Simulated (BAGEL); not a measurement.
# BP2H4Cl (SMILES PB(P)Cl): levels of theory compared

Wanted: a comparison of 3 runs (B3LYP/6-31G*, PBE0/6-31G*, RI-MP2/6-31G*) of BP2H4Cl. 

The results are computed with BAGEL 1.2.2.

## (1) Starting point

BP2H4Cl: 8 atoms, total charge 0, spin state singlet. SMILES: `PB(P)Cl`. The coordinates come from a GFN2-xTB relaxation. This is one conformer, not always the lowest.

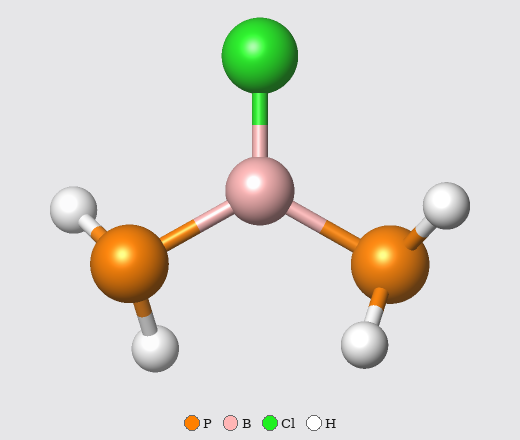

The structure, seen from a chosen angle (phosphorus orange, boron pink, chlorine green, hydrogen white).

## (2) The energy at B3LYP/6-31G(d) (density fitting with qzvpp-jkfit, spherical functions) (run 1)

job.json reads:

```json
{ "bagel": [

{
  "title": "molecule",
  "basis": "6-31gs.json",
  "df_basis": "qzvpp-jkfit",
  "angstrom": "true",
  "geometry": [
    { "atom": "P", "xyz": [    0.007740,    1.561590,   -0.662290 ] },
    { "atom": "B", "xyz": [   -0.258390,   -0.301410,   -0.405530 ] },
    { "atom": "P", "xyz": [    0.322500,   -1.173470,    1.178610 ] },
    { "atom": "Cl", "xyz": [   -1.039450,   -1.212140,   -1.625230 ] },
    { "atom": "H", "xyz": [   -1.258800,    1.897650,   -1.099790 ] },
    { "atom": "H", "xyz": [   -0.196700,    1.953020,    0.648750 ] },
    { "atom": "H", "xyz": [    1.489530,   -0.453460,    1.361890 ] },
    { "atom": "H", "xyz": [    0.933570,   -2.271790,    0.603590 ] }
  ]
},
{ "title": "ks", "xc_func": "b3lyp" },
{ "title": "print", "file": "orbitals.molden", "orbitals": "true" }

]}
```

The basis set 6-31G* is read from a file made from the Basis Set Exchange's data (not shown).

Command:

```console
$ BAGEL_NUM_THREADS=1 BAGEL job.json > job.out
```

What it wrote:

```text
* using 1 threads per process

  ===============================================================
  ===============================================================

  *** Geometry ***

  { "atom" : "P", "xyz" : [      0.014626,      2.950977,     -1.251547 ] },
  { "atom" : "B", "xyz" : [     -0.488286,     -0.569582,     -0.766341 ] },
  { "atom" : "P", "xyz" : [      0.609437,     -2.217537,      2.227250 ] },
  { "atom" : "Cl", "xyz" : [     -1.964276,     -2.290613,     -3.071240 ] },
  { "atom" : "H", "xyz" : [     -2.378787,      3.586039,     -2.078302 ] },
  { "atom" : "H", "xyz" : [     -0.371709,      3.690673,      1.225960 ] },
  { "atom" : "H", "xyz" : [      2.814804,     -0.856915,      2.573599 ] },
  { "atom" : "H", "xyz" : [      1.764192,     -4.293061,      1.140620 ] },

  Number of auxiliary basis functions:      531

  Since a DF basis is specified, we compute 2- and 3-index integrals:
    o Being stored without compression. Storage requirement is 0.025 GB

  Number of basis functions:       76
  Number of electrons      :       56

    * METHOD: MOLECULE                             0.49

  *** Kohn-Sham DFT ***

    * Removing 14881 points whose weight is below 1.00e-10
    * Grid points: 104367

  === Nuclear Repulsion ===
   237.8184988997

       - DIIS with orbital gradients will be used.

  === KS iteration (b3lyp / 6-31gs.json) ===
      0      -1129.74549526          0.12969620           0.56
      1      -1140.27338179          0.11375848           0.52
      2      -1105.71332790          0.13652230           0.53
      3      -1161.51047852          0.10297685           0.52
      4      -1169.46614673          0.03068627           0.53
      5      -1170.09149938          0.01318901           0.53
      6      -1170.17331299          0.00242842           0.55
      7      -1170.17734367          0.00120487           0.55
      8      -1170.17804115          0.00034987           0.55
      9      -1170.17810561          0.00009569           0.55
     10      -1170.17811025          0.00001211           0.55
     11      -1170.17811035          0.00000310           0.55
     12      -1170.17811035          0.00000164           0.56
     13      -1170.17811036          0.00000049           0.54
     14      -1170.17811036          0.00000014           0.55
     15      -1170.17811036          0.00000010           0.55
     16      -1170.17811036          0.00000002           0.55
     17      -1170.17811036          0.00000001           0.54
    * SCF iteration converged.

    * Permanent dipole moment:
           (   -0.093020,    -0.107325,    -0.145976) a.u.

    * METHOD: KS                                  10.53

    * METHOD: PRINT                                0.02

  ===============================================================
```

Run time: 11 s. Hardware: 1 thread of Arm Neoverse N1, shared host; peak memory 0.42 GiB.

## (3) The energy at PBE0/6-31G(d) (density fitting with qzvpp-jkfit, spherical functions) (run 2)

input.json reads:

```json
{ "bagel": [

{
  "title": "molecule",
  "basis": "6-31gs.json",
  "df_basis": "qzvpp-jkfit",
  "angstrom": true,
  "geometry": [
    { "atom": "P", "xyz": [       0.007740,       1.561590,      -0.662290 ] },
    { "atom": "B", "xyz": [      -0.258390,      -0.301410,      -0.405530 ] },
    { "atom": "P", "xyz": [       0.322500,      -1.173470,       1.178610 ] },
    { "atom": "Cl", "xyz": [      -1.039450,      -1.212140,      -1.625230 ] },
    { "atom": "H", "xyz": [      -1.258800,       1.897650,      -1.099790 ] },
    { "atom": "H", "xyz": [      -0.196700,       1.953020,       0.648750 ] },
    { "atom": "H", "xyz": [       1.489530,      -0.453460,       1.361890 ] },
    { "atom": "H", "xyz": [       0.933570,      -2.271790,       0.603590 ] }
  ]
},

{ "title": "ks", "xc_func": "pbe0" },

{ "title": "print", "file": "orbitals.molden", "orbitals": true }

]}
```

The basis set 6-31G* is read from a file made from the Basis Set Exchange's data (not shown).

Command:

```console
$ BAGEL_NUM_THREADS=1 BAGEL input.json > input.out
```

What it wrote:

```text
* using 1 threads per process

  ===============================================================
  ===============================================================

  *** Geometry ***

  { "atom" : "P", "xyz" : [      0.014626,      2.950977,     -1.251547 ] },
  { "atom" : "B", "xyz" : [     -0.488286,     -0.569582,     -0.766341 ] },
  { "atom" : "P", "xyz" : [      0.609437,     -2.217537,      2.227250 ] },
  { "atom" : "Cl", "xyz" : [     -1.964276,     -2.290613,     -3.071240 ] },
  { "atom" : "H", "xyz" : [     -2.378787,      3.586039,     -2.078302 ] },
  { "atom" : "H", "xyz" : [     -0.371709,      3.690673,      1.225960 ] },
  { "atom" : "H", "xyz" : [      2.814804,     -0.856915,      2.573599 ] },
  { "atom" : "H", "xyz" : [      1.764192,     -4.293061,      1.140620 ] },

  Number of auxiliary basis functions:      531

  Since a DF basis is specified, we compute 2- and 3-index integrals:
    o Being stored without compression. Storage requirement is 0.025 GB

  Number of basis functions:       76
  Number of electrons      :       56

    * METHOD: MOLECULE                             0.51

  *** Kohn-Sham DFT ***

    * Removing 14881 points whose weight is below 1.00e-10
    * Grid points: 104367

  === Nuclear Repulsion ===
   237.8184988997

       - DIIS with orbital gradients will be used.

  === KS iteration (pbe0 / 6-31gs.json) ===
      0      -1129.29543103          0.12953308           0.59
      1      -1140.13186082          0.11384250           0.54
      2      -1105.62826563          0.13700065           0.54
      3      -1161.32249471          0.10075828           0.54
      4      -1168.99663353          0.03036353           0.54
      5      -1169.60719542          0.01212681           0.53
      6      -1169.67608232          0.00209917           0.52
      7      -1169.67919004          0.00101466           0.53
      8      -1169.67968299          0.00029669           0.52
      9      -1169.67972758          0.00007903           0.55
     10      -1169.67973077          0.00001049           0.56
     11      -1169.67973085          0.00000250           0.54
     12      -1169.67973085          0.00000155           0.55
     13      -1169.67973085          0.00000041           0.55
     14      -1169.67973085          0.00000021           0.55
     15      -1169.67973085          0.00000010           0.56
     16      -1169.67973085          0.00000002           0.56
     17      -1169.67973085          0.00000001           0.53
    * SCF iteration converged.

    * Permanent dipole moment:
           (   -0.099003,    -0.114214,    -0.155385) a.u.

    * METHOD: KS                                  10.54

    * METHOD: PRINT                                0.02

  ===============================================================
```

It took 11 s on 1 thread of Arm Neoverse N1, shared host; peak memory 0.42 GiB.

## (4) The energy at RI-MP2/6-31G(d) (density fitting with qzvpp-jkfit, spherical functions) (run 3)

Changes to input.json since step 3:

```diff
@@ -19,5 +19,5 @@
 
-{ "title": "ks", "xc_func": "pbe0" },
+{ "title": "hf" },
 
-{ "title": "print", "file": "orbitals.molden", "orbitals": true }
+{ "title": "mp2", "ncore": 16 }
```

The basis set 6-31G* is read from a file made from the Basis Set Exchange's data (not shown).

Command:

```console
$ BAGEL_NUM_THREADS=1 BAGEL input.json > input.out
```

What it wrote:

```text
* using 1 threads per process

  ===============================================================
  ===============================================================

  *** Geometry ***

  { "atom" : "P", "xyz" : [      0.014626,      2.950977,     -1.251547 ] },
  { "atom" : "B", "xyz" : [     -0.488286,     -0.569582,     -0.766341 ] },
  { "atom" : "P", "xyz" : [      0.609437,     -2.217537,      2.227250 ] },
  { "atom" : "Cl", "xyz" : [     -1.964276,     -2.290613,     -3.071240 ] },
  { "atom" : "H", "xyz" : [     -2.378787,      3.586039,     -2.078302 ] },
  { "atom" : "H", "xyz" : [     -0.371709,      3.690673,      1.225960 ] },
  { "atom" : "H", "xyz" : [      2.814804,     -0.856915,      2.573599 ] },
  { "atom" : "H", "xyz" : [      1.764192,     -4.293061,      1.140620 ] },

  Number of auxiliary basis functions:      531

  Since a DF basis is specified, we compute 2- and 3-index integrals:
    o Being stored without compression. Storage requirement is 0.025 GB

  Number of basis functions:       76
  Number of electrons      :       56

    * METHOD: MOLECULE                             0.50

  *** RHF ***

  === Nuclear Repulsion ===
   237.8184988997

      * DIIS with orbital gradients will be used.

  === RHF iteration (6-31gs.json) ===
      0      -1167.89017320          0.00854709           0.13
      1      -1167.95168581          0.00261966           0.12
      2      -1167.95831051          0.00076383           0.13
      3      -1167.95896448          0.00023176           0.12
      4      -1167.95902353          0.00008519           0.12
      5      -1167.95903413          0.00002798           0.12
      6      -1167.95903555          0.00001047           0.12
      7      -1167.95903575          0.00000397           0.12
      8      -1167.95903578          0.00000132           0.12
      9      -1167.95903579          0.00000034           0.12
     10      -1167.95903579          0.00000009           0.12
     11      -1167.95903579          0.00000004           0.12
     12      -1167.95903579          0.00000001           0.12
     13      -1167.95903579          0.00000001           0.12
    * SCF iteration converged.

    * Permanent dipole moment:
           (   -0.111627,    -0.129016,    -0.174620) a.u.

    * METHOD: HF                                   2.02

  *** RHF ***

  === Nuclear Repulsion ===
   237.8184988997

      * DIIS with orbital gradients will be used.

  === RHF iteration (6-31gs.json) ===
      0      -1167.95903579          0.00000000           0.12
    * SCF iteration converged.

    * Permanent dipole moment:
           (   -0.111627,    -0.129016,    -0.174620) a.u.

  === DF-MP2 calculation ===

    * freezing 16 orbitals
    * 3-index integral transformation done
    * assembly done

      MP2 correlation energy:   -0.4096460308      0.05

      MP2 total energy:       -1168.3686818175

    * METHOD: MP2                                  0.31

  ===============================================================
```

It took 3 s on 1 thread of Arm Neoverse N1, shared host; peak memory 0.12 GiB.

## (5) The series

| run | level | frozen core orbitals | energy (Eh) | dipole moment (D) | HOMO energy (eV) | LUMO energy (eV) | wall time |
| --- | --- | --- | --- | --- | --- | --- | --- |
| 1 | B3LYP/6-31G* (density fitting with qzvpp-jkfit, spherical functions) | – | -1170.178110 | 0.52 | -7.14 | -1.66 | 11 s |
| 2 | PBE0/6-31G* (density fitting with qzvpp-jkfit, spherical functions) | – | -1169.679731 | 0.55 | -7.42 | -1.58 | 11 s |
| 3 | RI-MP2/6-31G* (density fitting with qzvpp-jkfit, spherical functions) | 16 | -1168.368682 | – | – | – | 3 s |

## (6) Outcome

| quantity | value |
| --- | --- |
| run 3: total energy | -1168.36868 Eh |
| run 3: correlation energy (16 core orbitals frozen) | -409.6 mEh |

Totals of different functionals can't be ranked against each other. All runs together took 26 s, the longest 11 s.
